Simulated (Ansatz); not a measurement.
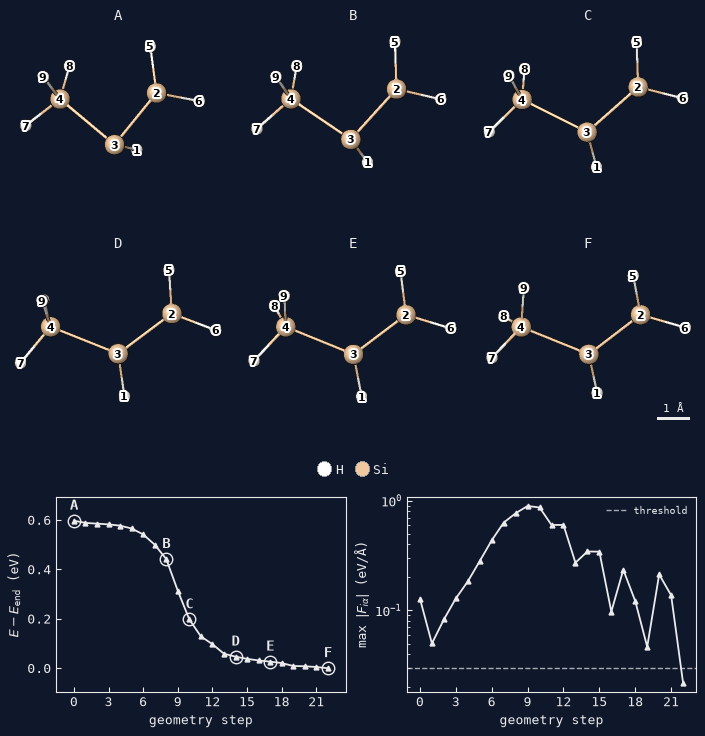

Frames of a relaxation of Si3H6, marked on the history of the run. The picture is a ball-and-stick view, seen face on.

Method: Ansatz 0.2.0, RKS PBE0-D4/def2-SVP.

The input:
```yaml
crystal:
  periodic: [false, false, false]
  atoms:
    - {symbol: H, position_ang: [-1.026378, -1.194800, -1.121343]}
    - {symbol: Si, position_ang: [-1.124328, -0.766042, 0.893475]}
    - {symbol: Si, position_ang: [-1.264518, 0.351770, -1.001689]}
    - {symbol: Si, position_ang: [1.003602, 0.921799, -0.550392]}
    - {symbol: H, position_ang: [-0.269696, -0.601655, 2.113316]}
    - {symbol: H, position_ang: [-1.862993, -2.044649, 1.107940]}
    - {symbol: H, position_ang: [1.723704, 1.024806, -1.850677]}
    - {symbol: H, position_ang: [1.834492, 0.041017, 0.322190]}
    - {symbol: H, position_ang: [0.986214, 2.267754, 0.087180]}
basis:
  gaussian: {orbitals: def2-SVP}
hamiltonian: {xc: pbe0, dispersion: d4}
relax: {f_tol: 0.03, max_steps: 60, escape_saddle: false}
```

Launched with:
```bash
ansatz run in.yaml --threads 2 --pin off --events-out ev --progress --plain --max-ram 4352MiB
```

**What happens along the run?**

H8 moves most after the best rigid fit: 1.43 Å. Largest moves by element: H 1.43 Å, Si 1.22 Å. Some distances before and after: Si2–Si4 3.076 → 3.836 Å, H1–Si3 1.569 → 1.490 Å, Si2–Si3 2.205 → 2.144 Å, Si3–Si4 2.382 → 2.321 Å. Bond angles that change, for instance: H1–Si3–Si2 63.7° → 119.1°, Si2–Si3–Si4 84.1° → 118.4°, H1–Si3–Si4 96.1° → 120.3°. After 22 geometry steps the energy has fallen by 0.597 eV. Largest force component: 0.13 eV/Å at the start, 0.022 eV/Å at the end. From step 0 to 8: H atoms move most (0.43 Å), energy −0.155 eV. From step 8 to 10: Si and H atoms move most (0.33 Å), energy −0.244 eV. From step 10 to 14: Si3 moves most (0.52 Å), energy −0.151 eV. From step 14 to 17: H9 moves most (0.31 Å), energy −0.020 eV. From step 17 to 22: H9 moves most (0.42 Å), energy −0.027 eV.

| step | E − E(0), eV | largest force component, eV/Å |
| --- | --- | --- |
| 0 | 0.0000 | 0.1280 |
| 1 | -0.0088 | 0.0501 |
| 2 | -0.0118 | 0.0828 |
| 3 | -0.0148 | 0.1286 |
| 4 | -0.0200 | 0.1838 |
| 5 | -0.0314 | 0.2818 |
| 6 | -0.0554 | 0.4352 |
| 7 | -0.0971 | 0.6313 |
| 8 | -0.1553 | 0.7685 |
| 9 | -0.2837 | 0.8952 |
| 10 | -0.3998 | 0.8673 |
| 11 | -0.4685 | 0.6011 |
| 12 | -0.4998 | 0.6014 |
| 13 | -0.5385 | 0.2725 |
| 14 | -0.5504 | 0.3446 |
| 15 | -0.5593 | 0.3433 |
| 16 | -0.5656 | 0.0975 |
| 17 | -0.5706 | 0.2351 |
| 18 | -0.5762 | 0.1217 |
| 19 | -0.5881 | 0.0467 |
| 20 | -0.5893 | 0.2130 |
| 21 | -0.5923 | 0.1376 |
| 22 | -0.5972 | 0.0218 |
